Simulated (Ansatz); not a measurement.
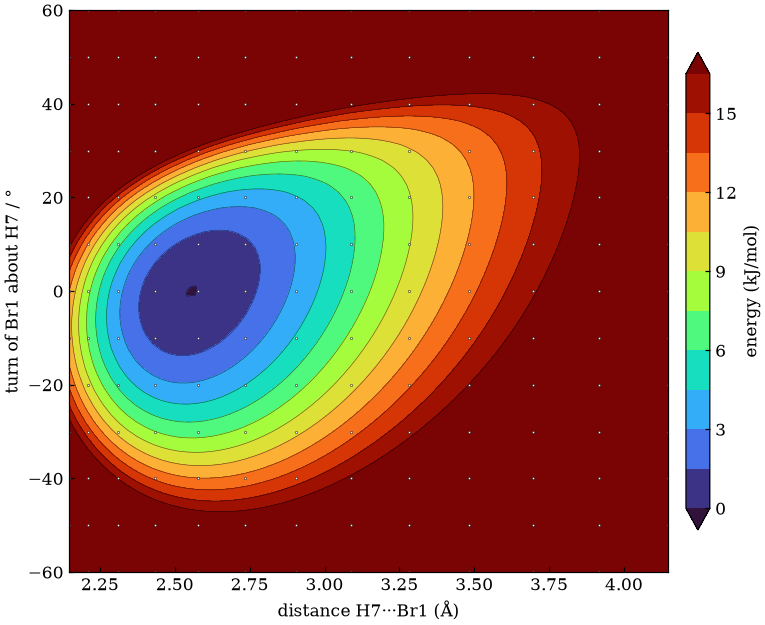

The pair Br···CH₄O, charge −1. The turn is about an axis along (0.33, −0.93, 0.17) in the frame of the relaxed pair, normal to the line between the partners. First axis: distance H7···Br1. Second axis: turn of Br1 about H7. The scan uses a 13 × 13 grid. Points are written as (first, second). Energies are in kJ/mol, from the lowest grid point. All numbers below come from RHF/def2-SVPD (Ansatz 0.2.0).

Drawn: filled contours, dots at the grid points, one colour for all values above the top of the scale. Between grid points the surface is interpolated.

**Estimate the position of the minimum and the force constants in these coordinates.**

The interpolated minimum is at distance H7···Br1 ≈ 2.556 Å, turn of Br1 about H7 ≈ 0°. The curvatures there are about 0.87 eV/Å² and 0.61 eV/rad², with a cross term of about −0.22 eV/(Å·rad). Round the minimum the valley is somewhat tilted: raising distance H7···Br1 shifts the best value of turn of Br1 about H7 upwards (coupling k₁₂/√(k₁₁k₂₂) about −0.3). (1 eV is 96.5 kJ/mol.)
